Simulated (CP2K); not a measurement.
# C2F2OS (SMILES O=C1SC1(F)F): IPEA1-xTB

Aim: the vertical ionisation energy of C2F2OS at IPEA1-xTB, from 2 runs. 

The calculation is run with CP2K 2026.2.

3 further runs of the same task are left out: 1 that didn't finish, 2 set aside as unsound or not needed.

### Step 1. The structure to begin with

C2F2OS has 6 atoms, charge 0, and is taken as a singlet. As SMILES, `O=C1SC1(F)F`. The shape is that of a GFN2-xTB optimisation.

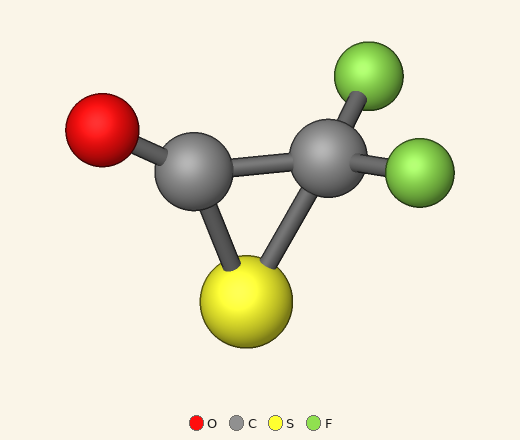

The structure, seen from a chosen angle (oxygen red, carbon grey, sulfur yellow, fluorine green).

### Step 2. Energy and gradient at IPEA1-xTB

molecule.pdb

```
HETATM    1 O    MOL A   1       0.907  -1.594   0.860  1.00  0.00           O
HETATM    2 C    MOL A   1       0.233  -0.831   0.263  1.00  0.00           C
HETATM    3 S    MOL A   1      -1.140  -0.768  -0.804  1.00  0.00           S
HETATM    4 C    MOL A   1      -0.070   0.549  -0.108  1.00  0.00           C
HETATM    5 F    MOL A   1       0.697   1.236  -0.962  1.00  0.00           F
HETATM    6 F    MOL A   1      -0.627   1.409   0.751  1.00  0.00           F
END
```

molecule.inp

```
&GLOBAL
  PROJECT molecule
  RUN_TYPE ENERGY_FORCE
  PRINT_LEVEL MEDIUM
&END

&FORCE_EVAL
  METHOD QS
  &DFT
    &QS
      METHOD XTB
      EPS_DEFAULT 1.0E-10
      &XTB
        GFN_TYPE TBLITE
        &TBLITE
          METHOD IPEA1
        &END
        CHECK_ATOMIC_CHARGES F
      &END
    &END
    &POISSON
      PERIODIC NONE
      POISSON_SOLVER ANALYTIC
    &END
    &SCF
      SCF_GUESS ATOMIC
      EPS_SCF 1.0E-06
      MAX_SCF 150
      ADDED_MOS 4
      &DIAGONALIZATION
        ALGORITHM STANDARD
      &END
      &MIXING
        METHOD DIRECT_P_MIXING
        ALPHA 0.4
      &END
      &SMEAR ON
        METHOD FERMI_DIRAC
        ELECTRONIC_TEMPERATURE [K] 300
      &END
    &END
    &PRINT
      &MOMENTS
        PERIODIC F
        REFERENCE COM
        MAX_MOMENT 1
      &END
      &MO ON
        ENERGIES T
        OCCUPATION_NUMBERS T
        NDIGITS 6
        &EACH
          QS_SCF 0
        &END
        ADD_LAST NUMERIC
      &END
      &HIRSHFELD OFF
      &END
    &END
  &END
  &SUBSYS
    &CELL
      ABC 18 19 17.8
      PERIODIC NONE
    &END
    &TOPOLOGY
      COORD_FILE_NAME molecule.pdb
      COORD_FILE_FORMAT PDB
      CONN_FILE_FORMAT OFF
      &CENTER_COORDINATES
      &END
    &END
  &END
  &PRINT
    &FORCES ON
    &END
  &END
&END
```

Run with:

```
$ OMP_NUM_THREADS=1 cp2k.psmp -i molecule.inp > molecule.out 2>&1
```

The log of the run:

```text
CP2K| version string:                                       CP2K version 2026.2
[...]
 GLOBAL| Method name                                                        CP2K
[...]
 GLOBAL| Run type                                                   ENERGY_FORCE
[...]
                             - Atoms:                                          6
[...]
                             - Spherical basis functions:                     34
[...]
 Number of electrons:                                                         34
[...]
  *** SCF run converged in    17 steps ***
[...]
  Fermi energy:                                                -0.32831556061606
[...]
 TB_DIPOLE| Moment [Debye]         -0.70661891       0.01344778      -0.54225636
 TB_DIPOLE| Derivative [a.u.]       0.00000000       0.00000000       0.00000000
[...]
 ENERGY| Total FORCE_EVAL ( QS ) energy [hartree]            -24.045877619021105
 FORCES| Atomic forces [hartree/bohr]
 FORCES|   Atom     x               y               z               |f|
 FORCES|      1 -1.43677236E-02  1.07541235E-02 -1.22142360E-02   2.17087589E-02
 FORCES|      2  2.29145473E-02  2.53532668E-03  1.76810436E-02   2.90538064E-02
 FORCES|      3 -8.49776127E-03  4.91256254E-03 -7.03898031E-03   1.20785952E-02
 FORCES|      4  8.79138245E-03  5.57442023E-03  5.68059524E-03   1.18588249E-02
 FORCES|      5 -6.56077006E-03 -1.16089754E-02  6.86021305E-04   1.33522522E-02
 FORCES|      6 -2.27967487E-03 -1.21674575E-02 -4.79444387E-03   1.32751886E-02
 FORCES| Sum    -3.16153353E-16 -3.67761377E-16 -9.45424294E-17
 FORCES| Total atomic force                                       4.94104892E-16
[...]
```

Wall time 1 s (1 thread of Intel Xeon 6975P-C (Granite Rapids), shared host); peak memory 0.19 GiB.

### Step 3. The doublet cation, same level

molecule.pdb is that of step 2.

mol.inp

```
&GLOBAL
 PROJECT mol
 RUN_TYPE ENERGY_FORCE
 PRINT_LEVEL MEDIUM
&END GLOBAL

&FORCE_EVAL
 METHOD QS
 &DFT
  CHARGE 1
  MULTIPLICITY 2
  UKS T
  &QS
   METHOD XTB
   EPS_DEFAULT 1.0E-10
   &XTB
    GFN_TYPE TBLITE
    &TBLITE
     METHOD IPEA1
    &END TBLITE
    CHECK_ATOMIC_CHARGES F
   &END XTB
  &END QS
  &POISSON
   PERIODIC NONE
   POISSON_SOLVER ANALYTIC
  &END POISSON
  &SCF
   SCF_GUESS ATOMIC
   EPS_SCF 1.0E-06
   MAX_SCF 150
   ADDED_MOS 2
   &DIAGONALIZATION
    ALGORITHM STANDARD
   &END DIAGONALIZATION
   &MIXING
    METHOD DIRECT_P_MIXING
    ALPHA 0.4
   &END MIXING
  &END SCF
  &PRINT
   &MOMENTS
    PERIODIC F
    REFERENCE COM
    MAX_MOMENT 1
   &END MOMENTS
   &MO ON
    ENERGIES T
    OCCUPATION_NUMBERS T
    NDIGITS 6
    &EACH
     QS_SCF 0
    &END EACH
    ADD_LAST NUMERIC
   &END MO
   &HIRSHFELD OFF
   &END HIRSHFELD
  &END PRINT
 &END DFT
 &SUBSYS
  &CELL
   ABC 18 19 17.8
   PERIODIC NONE
  &END CELL
  &TOPOLOGY
   COORD_FILE_NAME molecule.pdb
   COORD_FILE_FORMAT PDB
   CONN_FILE_FORMAT OFF
   &CENTER_COORDINATES
   &END CENTER_COORDINATES
  &END TOPOLOGY
 &END SUBSYS
 &PRINT
  &FORCES ON
  &END FORCES
 &END PRINT
&END FORCE_EVAL
```

Run with:

```
$ OMP_NUM_THREADS=1 cp2k.psmp -i mol.inp > mol.out 2>&1
```

The log of the run:

```text
CP2K| version string:                                       CP2K version 2026.2
[...]
 GLOBAL| Method name                                                        CP2K
[...]
 GLOBAL| Run type                                                   ENERGY_FORCE
[...]
                             - Atoms:                                          6
[...]
                             - Spherical basis functions:                     34
[...]
 Number of electrons:                                                         17
[...]
  *** SCF run converged in    20 steps ***
[...]
  Fermi energy:                                                -0.69277240439743
[...]
 TB_DIPOLE| Moment [Debye]         -0.49950896      -1.44084156      -0.23727980
 TB_DIPOLE| Derivative [a.u.]       0.00000000       0.00000000       0.00000000
[...]
 ENERGY| Total FORCE_EVAL ( QS ) energy [hartree]            -23.472041328340115
 FORCES| Atomic forces [hartree/bohr]
 FORCES|   Atom     x               y               z               |f|
 FORCES|      1 -3.88087106E-02  4.87229647E-02 -3.48800898E-02   7.13909235E-02
 FORCES|      2  4.75752424E-02 -7.03767912E-02  4.39077906E-02   9.56252608E-02
 FORCES|      3  8.06821283E-03  1.15147118E-02  5.14729083E-03   1.49726166E-02
 FORCES|      4 -1.56122844E-02  8.65554398E-02 -2.12373588E-02   9.04799038E-02
 FORCES|      5 -1.89542802E-02 -3.58052974E-02  2.72672424E-02   4.88342766E-02
 FORCES|      6  1.77318201E-02 -4.06110276E-02 -2.02048752E-02   4.87022586E-02
 FORCES| Sum     7.97972799E-17  9.02056208E-17 -3.12250226E-17
 FORCES| Total atomic force                                       1.24417290E-16
[...]
```

Run time: 1.1 s. Hardware: 1 thread of Intel Xeon 6975P-C (Granite Rapids), shared host; peak memory 0.19 GiB.

### Step 4. What came out

At IPEA1-xTB:

```
                                                 quantity         value
                             singlet C2F2OS: total energy  -24.04588 Eh
singlet C2F2OS: dipole moment (from atomic charges alone)        0.89 D
                              singlet C2F2OS: HOMO energy     -12.51 eV
                              singlet C2F2OS: LUMO energy      -8.06 eV
                            singlet C2F2OS: HOMO–LUMO gap       4.45 eV
                 singlet C2F2OS: largest force on an atom    1.494 eV/Å
                             doublet cation: total energy  -23.47204 Eh
       doublet cation: HOMO energy (highest over α and β)     -18.99 eV
        doublet cation: LUMO energy (lowest over α and β)     -18.72 eV
                 doublet cation: largest force on an atom    4.917 eV/Å
       vertical ionisation energy (to the doublet cation)     15.615 eV
```

The vertical ionisation energy comes to 15.61 eV (1507 kJ/mol). The largest force (singlet C2F2OS) is 1.49 eV/Å: the shape isn't a stationary point for this species at this level. No empirical shift is applied, and without it xTB methods put this difference several eV too high. The dipole (singlet C2F2OS) comes from point charges on the atoms alone, without atomic dipoles, so it is partial.
